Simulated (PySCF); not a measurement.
Consider H13N3O3PSi3···H2O (charge +1).

The calculation's input:

```
{"job": {"kind": "inter", "xc": "PBE0", "basis": "def2-SVP", "disp": "d3bj", "pairs": false}, "charge": 1, "multiplicity": 1, "parts": [{"atoms": "0-21", "charge": 0, "multiplicity": 1}, {"atoms": "22-25", "charge": 1, "multiplicity": 1}]}
O      2.731132     0.345733    -0.839468
P      2.141377     1.444640     0.044776
O      3.304463     2.144059     0.836402
O      1.589603     2.604285    -0.853061
N      1.006746     0.908934     1.056270
Si    -0.449582     0.138847     0.382276
N     -0.212914     0.128231    -1.315502
Si    -0.899706    -0.890301    -2.578873
N     -0.316857    -1.482453     0.949654
Si    -1.632658    -2.664467     0.954864
H      3.917893     1.577051     1.305171
H      2.247946     3.106153    -1.341415
H      0.854382     1.522706     1.834854
H     -1.566561     0.941984     0.876133
H      0.032192     1.039323    -1.670445
H     -0.598504    -2.268934    -2.178034
H     -0.150163    -0.492847    -3.770154
H     -2.338807    -0.664392    -2.687337
H      0.268096    -1.579462     1.768206
H     -2.340670    -2.597224     2.229643
H     -0.936417    -3.937794     0.766364
H     -2.465152    -2.272448    -0.174242
O      2.037975    -2.047060    -0.582846
H      1.931951    -2.463326    -1.443813
H      1.162150    -2.026762    -0.148732
H      2.451994    -0.656781    -0.735143
```

Command:

```sh
OMP_NUM_THREADS=1 python cluster_run.py task.json out
```

Geometry: GFN2-xTB.

Level of theory: PBE0-D3(BJ)/def2-SVP, SCF density, gas phase (PySCF 2.14.0).

> Predict the electron density and electron localisation function between the atoms.

P–O (1.57 Å): ρ is about 1.6 e/Å³ halfway; the ELF peaks at about 0.90 between the atoms (a short, strongly polar bond).

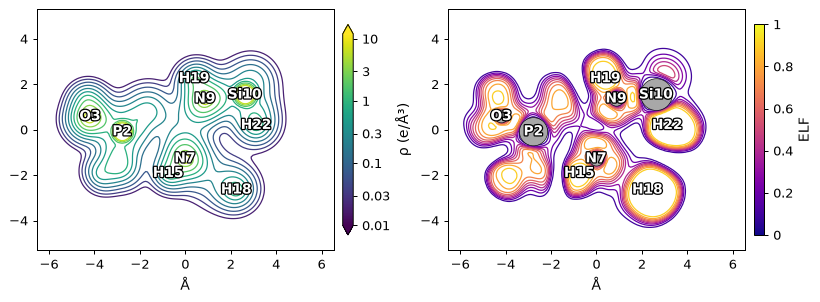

Computed electron density and electron localisation function on the plane of atoms Si10, N9 and H19, in this order. Grey discs cover the atomic cores in the ELF map. 
